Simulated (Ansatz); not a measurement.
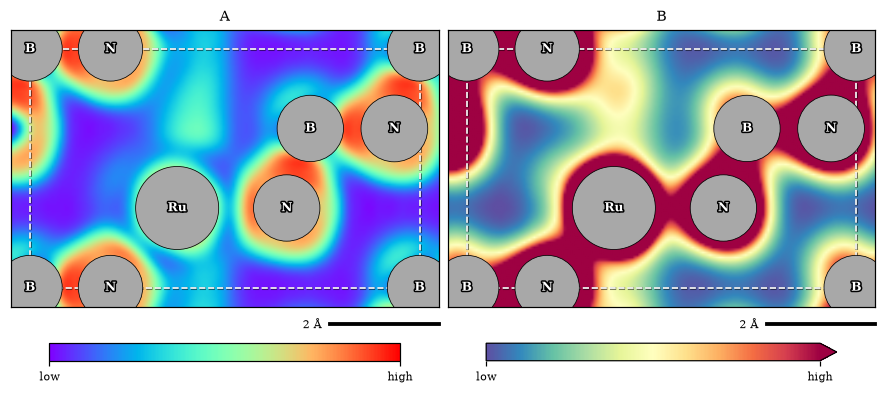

B2RuN3: 2 fields on the (110) plane of the conventional cell, with unlabelled colour scales. Grey discs cover the atomic cores.

Space group P3m1; a generated structure, not necessarily the stable one; changed on purpose from its base cell (volume × 0.88, shape and atoms relaxed); computed pressure about 56 GPa in this cell; computed without spin polarisation.

All numbers below come from Ansatz, DFT PBE, scalar-relativistic, plane waves, PAW.

The panels show electron localisation function and valence pseudo-density in some order. Assign them.

Answer. Panel A: electron localisation function. Panel B: valence pseudo-density. From the grid: B–N (1.48 Å): ρ is about 1.7 e/Å³ halfway; the ELF peaks at about 0.95 between the atoms. Ru–N (1.91 Å): ρ at the midpoint is about 1.2 e/Å³; the ELF peaks at about 0.80 in the valence shell of N, 0.6 Å from its nucleus, and drops to about 0.30 between the two atoms.
